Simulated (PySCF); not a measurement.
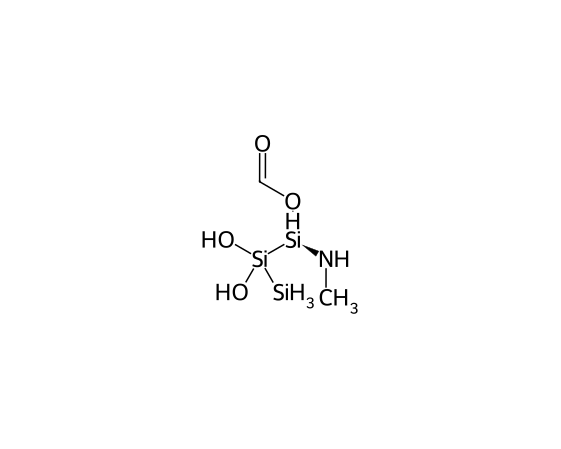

A structural formula.

**Transcribe the drawing into SMILES.**

CN[Si@H](OC=O)[Si](O)(O)[SiH3]

**Give the formula, hydrogens included.**

C2H11NO4Si3.

**An optimisation with GFN2-xTB gave a structure of which point group?**

C1.

The parts below concern this one geometry. Atoms keep their numbers from picture to picture. The geometry was computed by an optimisation with GFN2-xTB. No frequency run is at hand to confirm it as a minimum.

Shape

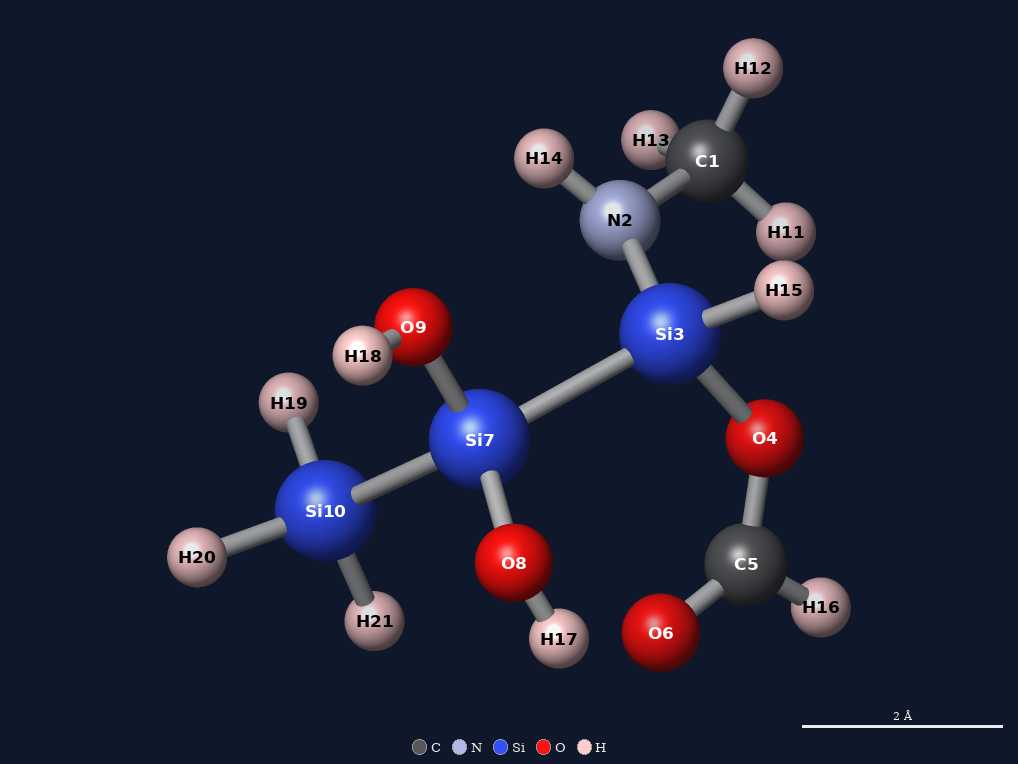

Atoms carry their numbers in the input. No frequency run is at hand to confirm it as a minimum.

**What is the geometry at Si10?**

Si10 has 4 neighbours (Si7 at 2.33, H19 at 1.47, H20 at 1.47, H21 at 1.47 Å); the arrangement is tetrahedral.

**How are the neighbours of atom 7 arranged?**

Si7 has 4 neighbours (Si3 at 2.29, O8 at 1.64, O9 at 1.64, Si10 at 2.33 Å); the arrangement is tetrahedral.

**How are the neighbours of atom 5 arranged?**

C5 has 3 neighbours (O4 at 1.29, O6 at 1.20, H16 at 1.11 Å); the arrangement is trigonal planar.

**Describe the coordination of atom 8.**

O8 has 2 neighbours (Si7 at 1.64, H17 at 0.95 Å); the arrangement is bent.

**What is the dihedral angle N2–Si3–O4–C5?**

121° in size, that is anticlinal.

NMR shielding

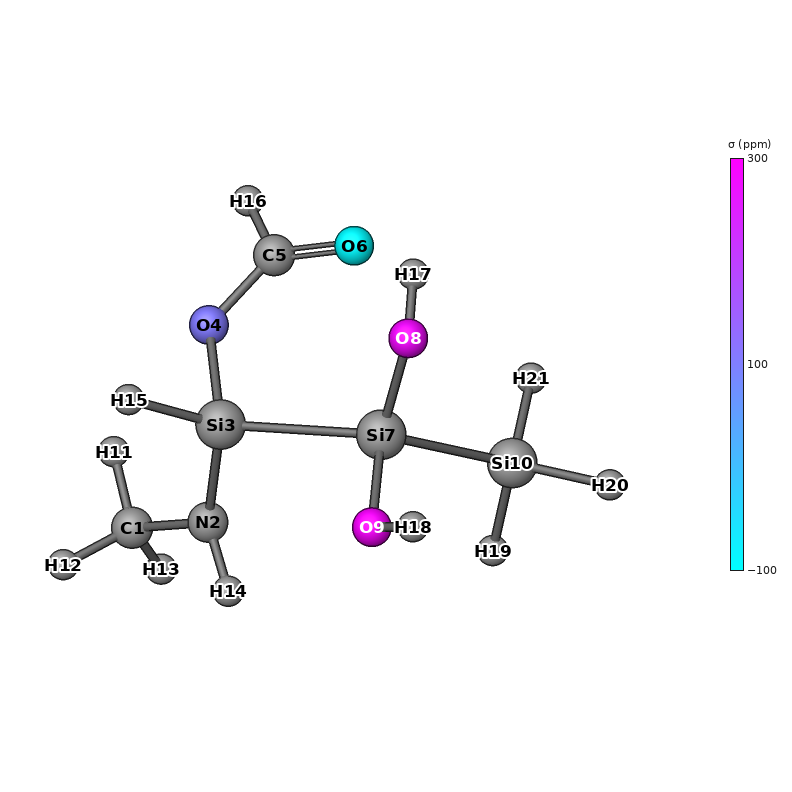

Atoms are coloured by their isotropic NMR shieldings (O only, the others grey). No frequency run is at hand to confirm it as a minimum. Method: GIAO PBE0/pcSseg-1 NMR shielding, non-relativistic, gas phase (PySCF 2.14.0).

**Which O atom is the most shielded (lowest chemical shift)?**

O9 (291.0 ppm).

**Which O atom is the least shielded (highest chemical shift)?**

O6 (−90.7 ppm).

**How wide is the range of O shifts?**

381.7 ppm.

List the isotropic NMR shieldings of the O atoms.

```tsv
atom	σ (ppm)
O4	105.6
O6	−90.7
O8	280.6
O9	291.0
```

Electronic properties

No frequency run is at hand to confirm it as a minimum. Method: PBE0/pcSseg-1, gas phase (PySCF 2.14.0).

**What is the HOMO energy (Kohn–Sham orbital)?**

−6.96 eV.

**What is the dipole moment?**

1.97 D.

**Estimate the LUMO energy (Kohn–Sham orbital).**

−0.71 eV.

Charges

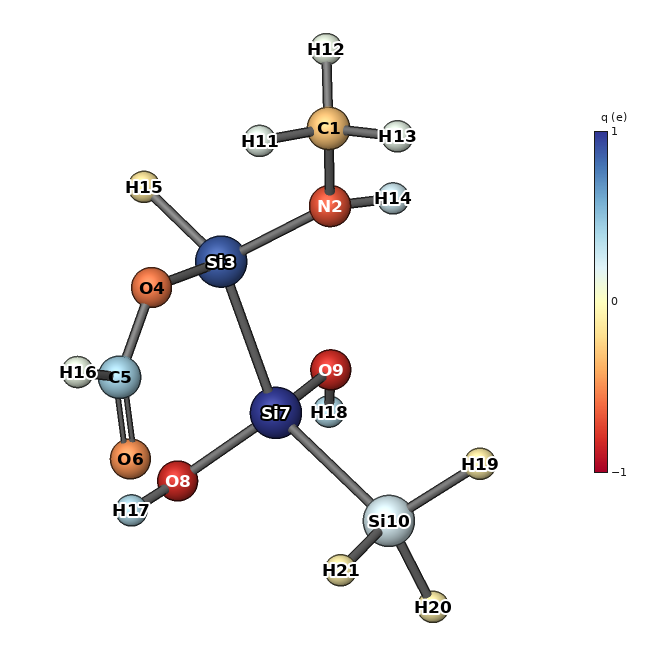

Atoms are coloured by their IAO charges. No frequency run is at hand to confirm it as a minimum. Method: PBE0/pcSseg-1, gas phase (PySCF 2.14.0).

List the IAO charges.

```tsv
atom	value (e)
C1	−0.30
N2	−0.68
Si3	0.87
O4	−0.55
C5	0.42
O6	−0.48
Si7	0.98
O8	−0.81
O9	−0.80
Si10	0.22
H11	0.15
H12	0.13
H13	0.14
H14	0.26
H15	−0.14
H16	0.13
H17	0.37
H18	0.37
H19	−0.10
H20	−0.09
H21	−0.09
```

The geometry is semi-empirical. Around Si such bond lengths and angles can be off by a tenth of an ångström or more and by several degrees, and values that hang on the shape move with them.
